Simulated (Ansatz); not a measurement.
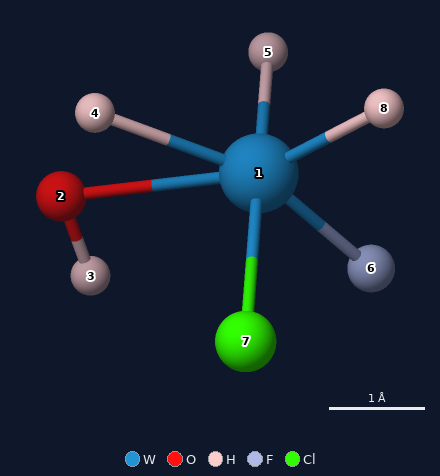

*The input geometry (ball-and-stick view, seen at a tilt; atoms are numbered from 1 in the order of the input). Sticks mark near contacts.*

Bond lengths as drawn: Cl–W 2.39 Å, F–W 1.85 Å, H–O 1.01 Å, H–W 1.72 to 1.92 Å and O–W 2.14 Å.

# Run report: WH4ClOF, geometry relaxation (part 1 of 2)

System: WH4ClOF.
Method: RKS PBE0/def2-SVP (Ansatz 0.2.0).

The input holds or restrains some coordinates. Forces given for the steps count only the free coordinates. It belongs to a series of runs on one base structure; here: pulled along the bonds that form and break, towards end A. Figures and captions count atoms from 1; the log counts them from 0 in places.

### What the program printed
```
The last accepted step is kept in [file] (removed where the run ends without a failure and the disk answers)
Engine: ansatz 0.2.0, aarch64-unknown-linux-gnu
Functional definition: PBE0
  parameter a = 0.25
  parameter kappa = 0.804
  parameter beta = 0.06672455060314922
  exchange = (1 - a)*pbe_x(kappa = kappa, mu = beta*pi^2/3) + a*exact_x
  correlation = pbe_c(beta = beta)
1025 factors; integrals over basis functions are off by at most 2.5e-4 eV
mean field evaluation 1: about -19146.5552 eV, gradient 6.7e1 eV
mean field evaluation 2: about -18911.5194 eV, gradient 2.7e2 eV
mean field evaluation 4: about -19153.1088 eV, gradient 4.3e1 eV
mean field evaluation 8: about -19156.7143 eV, gradient 1.1e0 eV
mean field evaluation 16: about -19156.8026 eV, gradient 5.9e-2 eV
mean field evaluation 32: about -19156.8031 eV, gradient 7.5e-5 eV
mean field -19156.80305819 eV, -703.9995274411 hartree, gradient 1.7e-5 eV, S^2 0.000000; 2 other end points of the search recorded, 0 dependent functions left out
the calculation of the forces begins
reference -19156.80310825 eV, -703.9995292806 hartree; 26, 26 occupied and 72, 72 virtual orbitals, 1025 factors
relax step   1: F+E_penalty+E_count = -19156.80305819 eV  Δ(F+E_penalty+E_count) = +0.000e0 eV  max|allowed force component| = 4.391e0 eV/Å  E_restraint = 11.53472989 eV  max|allowed force component, restraints' pulls added| = 2.447e1 eV/Å  Δτ_max = 0.0000 Å  (95 SCF iters, accepted)
  distance O 1 - H 3 = 1.3799 Å
  distance W 0 - O 1 = 2.1400 Å
  distance W 0 - H 3 = 1.9200 Å
these checks for a lower state are left out or cut short: starts, cluster_reference, orbital_swaps, neighbouring_geometries, increment
1025 factors; integrals over basis functions are off by at most 3.5e-4 eV
mean field -19158.12265621 eV, -704.0480217738 hartree, gradient 1.3e-5 eV, S^2 0.000000; 0 other end points of the search recorded, 0 dependent functions left out
[... from here on the field's lines of each further geometry are left out, up to the last ...]
relax step   2: F+E_penalty+E_count = -19158.12265621 eV  Δ(F+E_penalty+E_count) = -1.320e0 eV  max|allowed force component| = 4.814e0 eV/Å  E_restraint = 4.75152819 eV  max|allowed force component, restraints' pulls added| = 1.723e1 eV/Å  Δτ_max = 0.1949 Å  (61 SCF iters, accepted)
relax step   3: F+E_penalty+E_count = -19159.11680720 eV  Δ(F+E_penalty+E_count) = -9.942e-1 eV  max|allowed force component| = 3.257e0 eV/Å  E_restraint = 1.10474748 eV  max|allowed force component, restraints' pulls added| = 8.610e0 eV/Å  Δτ_max = 0.1949 Å  (44 SCF iters, accepted)
relax step   4: F+E_penalty+E_count = -19160.13741871 eV  Δ(F+E_penalty+E_count) = -1.021e0 eV  max|allowed force component| = 1.796e0 eV/Å  E_restraint = 0.12831299 eV  max|allowed force component, restraints' pulls added| = 2.840e0 eV/Å  Δτ_max = 0.1944 Å  (43 SCF iters, accepted)
relax step   5: F+E_penalty+E_count = -19161.09681957 eV  Δ(F+E_penalty+E_count) = -9.594e-1 eV  max|allowed force component| = 1.101e0 eV/Å  E_restraint = 0.02238917 eV  max|allowed force component, restraints' pulls added| = 1.640e0 eV/Å  Δτ_max = 0.1946 Å  (43 SCF iters, accepted)
relax step   6: F+E_penalty+E_count = -19161.77580856 eV  Δ(F+E_penalty+E_count) = -6.790e-1 eV  max|allowed force component| = 1.250e0 eV/Å  E_restraint = 0.00947729 eV  max|allowed force component, restraints' pulls added| = 1.270e0 eV/Å  Δτ_max = 0.1948 Å  (41 SCF iters, accepted)
relax step   7: F+E_penalty+E_count = -19161.97548716 eV  Δ(F+E_penalty+E_count) = -1.997e-1 eV  max|allowed force component| = 1.061e0 eV/Å  E_restraint = 0.00982391 eV  max|allowed force component, restraints' pulls added| = 8.964e-1 eV/Å  Δτ_max = 0.1946 Å  (40 SCF iters, accepted)
relax step   8: F+E_penalty+E_count = -19161.99889545 eV  Δ(F+E_penalty+E_count) = -2.341e-2 eV  max|allowed force component| = 7.195e-1 eV/Å  E_restraint = 0.00976929 eV  max|allowed force component, restraints' pulls added| = 4.093e-1 eV/Å  Δτ_max = 0.0285 Å  (36 SCF iters, accepted)
relax step   9: F+E_penalty+E_count = -19162.00639269 eV  Δ(F+E_penalty+E_count) = -7.497e-3 eV  max|allowed force component| = 7.454e-1 eV/Å  E_restraint = 0.01002475 eV  max|allowed force component, restraints' pulls added| = 2.726e-1 eV/Å  Δτ_max = 0.0456 Å  (37 SCF iters, accepted)
relax step  10: F+E_penalty+E_count = -19162.04280959 eV  Δ(F+E_penalty+E_count) = -3.642e-2 eV  max|allowed force component| = 9.356e-1 eV/Å  E_restraint = 0.00539922 eV  max|allowed force component, restraints' pulls added| = 4.150e-1 eV/Å  Δτ_max = 0.1615 Å  (36 SCF iters, accepted)
relax step  11: F+E_penalty+E_count = -19162.11944226 eV  Δ(F+E_penalty+E_count) = -7.663e-2 eV  max|allowed force component| = 1.291e0 eV/Å  E_restraint = 0.00143617 eV  max|allowed force component, restraints' pulls added| = 1.162e0 eV/Å  Δτ_max = 0.1967 Å  (39 SCF iters, accepted)
relax step  12: F+E_penalty+E_count = -19162.23768245 eV  Δ(F+E_penalty+E_count) = -1.182e-1 eV  max|allowed force component| = 1.110e0 eV/Å  E_restraint = 0.00311603 eV  max|allowed force component, restraints' pulls added| = 1.162e0 eV/Å  Δτ_max = 0.1949 Å  (39 SCF iters, accepted)
relax step  13: F+E_penalty+E_count = -19162.37265804 eV  Δ(F+E_penalty+E_count) = -1.350e-1 eV  max|allowed force component| = 8.776e-1 eV/Å  E_restraint = 0.01122989 eV  max|allowed force component, restraints' pulls added| = 3.732e-1 eV/Å  Δτ_max = 0.2000 Å  (39 SCF iters, accepted)
relax step  14: F+E_penalty+E_count = -19162.37903587 eV  Δ(F+E_penalty+E_count) = -6.378e-3 eV  max|allowed force component| = 6.692e-1 eV/Å  E_restraint = 0.01019207 eV  max|allowed force component, restraints' pulls added| = 1.952e-1 eV/Å  Δτ_max = 0.0880 Å  (34 SCF iters, accepted)
the calculation of the forces begins
reference -19162.38028408 eV, -704.2044867120 hartree; 26, 26 occupied and 72, 72 virtual orbitals, 1025 factors
relax step  15: F+E_penalty+E_count = -19162.38023531 eV  Δ(F+E_penalty+E_count) = -1.199e-3 eV  max|allowed force component| = 6.798e-1 eV/Å  E_restraint = 0.01008315 eV  max|allowed force component, restraints' pulls added| = 1.705e-2 eV/Å  Δτ_max = 0.0232 Å  (34 SCF iters, accepted)
  distance O 1 - H 3 = 2.2036 Å
  distance W 0 - O 1 = 1.9215 Å
  distance W 0 - H 3 = 1.7030 Å
```

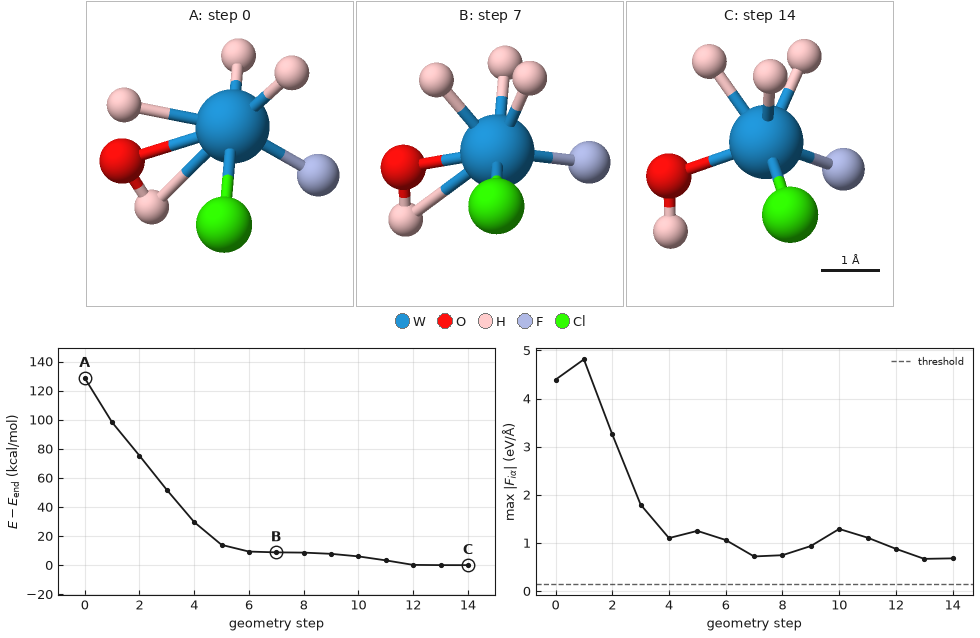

*Frames of the restrained relaxation (ball-and-stick view, seen at a tilt) above the curves, on which the letters mark them (the first geometry is step 0 here and step 1 in the log).*

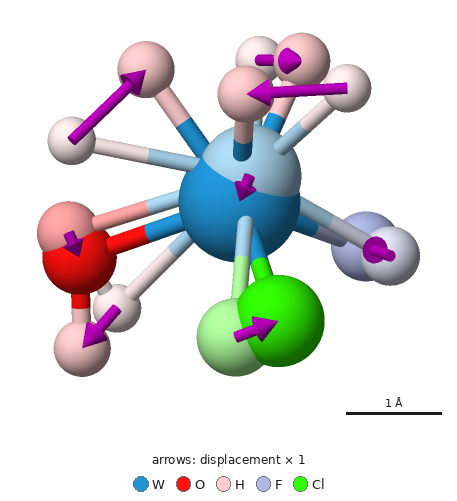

*Start (faint) and end (solid) with the displacements as pink arrows, at true length (ball-and-stick view, seen at a tilt). The two geometries are laid on each other by the best rigid fit.*

After 14 geometry steps the energy has fallen by 128.6 kcal/mol. The largest force component goes from 4.4 to 0.68 eV/Å. H4 moves most after the best rigid fit: 1.14 Å. Largest moves by element: H 1.14 Å, F 0.66 Å, Cl 0.49 Å, W 0.30 Å, O 0.29 Å. Distances before and after: W1–O2 2.140 → 1.921 Å, W1–H4 1.920 → 1.703 Å, W1–H3 2.271 → 2.434 Å, W1–Cl7 2.390 → 2.290 Å. Among the angles that change: H4–W1–H8 114.3° → 59.3°, H5–W1–Cl7 180.0° → 127.9°, F6–W1–H8 90.0° → 128.5°. (Atoms are counted from 1 in the order of the input.)

```
1025 factors; integrals over basis functions are off by at most 8.3e-4 eV
mean field -19162.38023531 eV, -704.2044849199 hartree, gradient 2.4e-5 eV, S^2 0.000000; 1 other end points of the search recorded, 0 dependent functions left out
the calculation of the forces begins
reference -19162.38028408 eV, -704.2044867120 hartree; 26, 26 occupied and 72, 72 virtual orbitals, 1025 factors
Total energy: -19162.38028408 eV, -704.2044867120 hartree
Atom 0 at    -0.061889    -0.147803     0.252224 Å, force     0.633684     0.311211     0.480073 eV/Å
Atom 1 at     0.632592    -0.037456     2.040387 Å, force    -0.141197     0.049445    -0.679850 eV/Å
Atom 2 at     0.079737    -0.559533     2.647356 Å, force    -0.004354    -0.004970     0.003734 eV/Å
Atom 3 at     1.329543     0.827414     0.137203 Å, force    -0.481416    -0.371531     0.201614 eV/Å
Atom 4 at    -0.039683     1.162824    -0.778555 Å, force     0.002429    -0.002465    -0.010652 eV/Å
Atom 5 at    -1.843453     0.438958     0.303257 Å, force    -0.005095     0.008139     0.005913 eV/Å
Atom 6 at    -0.155235    -2.368408    -0.299073 Å, force     0.007194     0.009164    -0.002927 eV/Å
Atom 7 at     0.957187    -0.267396    -1.065598 Å, force    -0.011245     0.001007     0.002095 eV/Å
Dipole moment:    -0.056134    -0.136671     0.267276 e Å
```

### Trajectory as extended XYZ (Å, eV, eV/Å), 15 frames, from step=1 to step=15
```
8
Properties=species:S:1:pos:R:3:forces:R:3 step=1 energy=-19156.80306
W     0.0000    0.0000    0.0000   -0.1579  -2.3536   4.3914
O     0.9539    0.0000    1.9156   -2.2479   0.2958  -1.9836
H     0.0444   -0.2814    2.2528    0.9669  -0.4494   0.3769
H     1.7505    0.0000    0.7888    0.7744   0.4666  -1.6722
H     0.0000    1.7200    0.0000    0.2958   0.2396  -0.4178
F    -1.8500    0.0000    0.0000   -0.9879   0.7466  -0.7243
Cl    0.0000   -2.3900    0.0000    0.2254   0.9138  -0.2113
H     0.0000    0.0000   -1.7200    1.1312   0.1407   0.2409
8
Properties=species:S:1:pos:R:3:forces:R:3 step=2 energy=-19158.12266
W     0.0351   -0.0261    0.0994    0.5881  -2.5561   4.8137
O     0.8555    0.0180    1.9759   -0.9388   0.6991  -2.9653
H     0.0107   -0.3029    2.2776   -1.3445  -0.6606   1.6169
H     1.8173    0.0076    0.6059    0.0986   0.6962  -2.9744
H     0.0052    1.7203   -0.0051    0.2030  -0.2863  -0.6028
F    -1.8471    0.0109   -0.0094   -0.1206   0.8712  -0.4130
Cl    0.0039   -2.3810   -0.0018    0.2354   0.8898  -0.4938
H     0.0182    0.0018   -1.7053    1.2786   0.3467   1.0187
8
Properties=species:S:1:pos:R:3:forces:R:3 step=3 energy=-19159.11681
W     0.0792   -0.0645    0.1919   -1.3235  -1.3751   2.5818
O     0.7661    0.0343    2.0309    1.7596   1.4800  -3.2565
H    -0.0370   -0.3142    2.3189   -2.9326  -1.3244   2.1929
H     1.8681    0.0177    0.4180   -0.5036   0.5579  -1.9385
H     0.0069    1.7069   -0.0181    0.3057  -0.8209  -0.5108
F    -1.8348    0.0267   -0.0106    1.1448   0.6121  -0.0342
Cl    0.0085   -2.3691   -0.0148    0.2614   0.5441  -0.5128
H     0.0417    0.0109   -1.6791    1.2883   0.3263   1.4780
8
Properties=species:S:1:pos:R:3:forces:R:3 step=4 energy=-19160.13742
W     0.0625   -0.1000    0.2518   -1.1862  -0.8455   1.2334
O     0.7186    0.0725    2.0529    0.2494   0.5584  -1.7962
H    -0.0812   -0.3378    2.3962   -0.6385  -0.3512   1.2322
H     1.8376    0.0371    0.2270   -0.6862   0.5482  -1.1232
H     0.0276    1.6509   -0.0477    0.4227  -0.8037  -0.4383
F    -1.8087    0.0547   -0.0057    0.5134   0.6029  -0.0721
Cl    0.0230   -2.3586   -0.0461    0.3305   0.0365  -0.5256
H     0.1194    0.0298   -1.5912    0.9950   0.2543   1.4897
```
